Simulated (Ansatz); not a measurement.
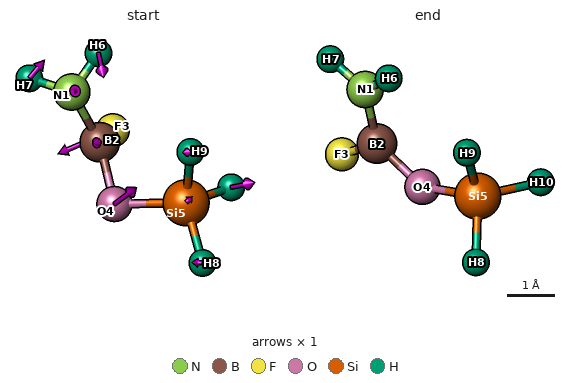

The structure of BSiNH5OF (coarse preliminary run) before (left) and after (right) a relaxation, at one scale. The purple arrows give the displacements, at their true length.

Style: ball-and-stick. Shown from a free direction.

The start comes from a force field.

Level of theory: RKS PBE-D4/def2-SVP in Ansatz.

Input file:
```yaml
crystal:
  periodic: [false, false, false]
  atoms:
    - {symbol: N, position_ang: [-1.240700, 0.603400, 1.204600]}
    - {symbol: B, position_ang: [-0.445800, 0.874000, -0.051200]}
    - {symbol: F, position_ang: [0.298400, 2.093200, -0.197500]}
    - {symbol: O, position_ang: [-0.402800, -0.079400, -1.151000]}
    - {symbol: Si, position_ang: [0.815000, -1.195200, -0.861200]}
    - {symbol: H, position_ang: [-0.640500, 0.684000, 2.009800]}
    - {symbol: H, position_ang: [-1.898500, 1.473800, 1.288600]}
    - {symbol: H, position_ang: [0.882800, -2.183600, -1.915600]}
    - {symbol: H, position_ang: [0.613600, -1.850500, 0.488700]}
    - {symbol: H, position_ang: [2.101600, -0.470800, -0.812400]}
basis:
  gaussian: {orbitals: def2-SVP}
hamiltonian: {xc: pbe, dispersion: d4}
relax: {f_tol: 0.03, max_steps: 200}
```

Launched with:
```bash
ansatz run in.yaml --threads 4 --pin off --events-out ev --progress --plain --max-ram 10444MiB
```

**What changed between the two?**

The atom that moves furthest after the best rigid fit is F3 (1.30 Å). By element the largest moves are F 1.30 Å, O 0.78 Å, H 0.76 Å, N 0.40 Å, B 0.30 Å, Si 0.20 Å. Among the contacts that change: N1–B2 1.511 → 1.413 Å, B2–F3 1.436 → 1.349 Å, B2–O4 1.456 → 1.376 Å, N1–H7 1.094 → 1.019 Å. Among the angles between lasting bonds that change: B2–O4–Si5 109.1° → 136.8°, B2–N1–H7 103.7° → 121.7°, B2–N1–H6 109.7° → 123.9°. Groups turn about B2–O4 by about 85°, O4–Si5 by about 45°. After 13 accepted moves (14 points after the start) the energy has fallen by 140.0 kJ/mol. Largest force component: 2.4 eV/Å at the start, 0.013 eV/Å at the end. The line search rejected the trial step at point 10 of the run. The run took 15 s on 4 threads of Arm Neoverse V2, on a shared host.
